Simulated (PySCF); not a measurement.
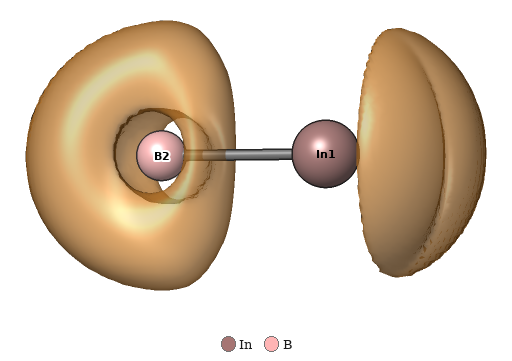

InB (triplet). Isosurface of the electron localisation function at 0.8 (orange), seen from one side. Core shells and regions of very low density are left out.

Core potentials replace the inner electrons of In.

Method: PBE0/cc-pVDZ(-PP), non-relativistic Hamiltonian with scalar-relativistic core potentials where named, at a bond length of 2.438 Å (PySCF 2.14.0).

> Identify the bonds, lone pairs and shells in this picture.

The ELF exceeds this value in one lobe on B, pointing away from the bonds (non-bonding electrons) and one lobe on In, pointing away from the bonds (non-bonding electrons). Along the contacts the grid gives the following. In–B (2.44 Å): the ELF peaks at about 0.95 in the valence shell of B, 0.8 Å from its nucleus, and drops to about 0.20 between the two atoms.
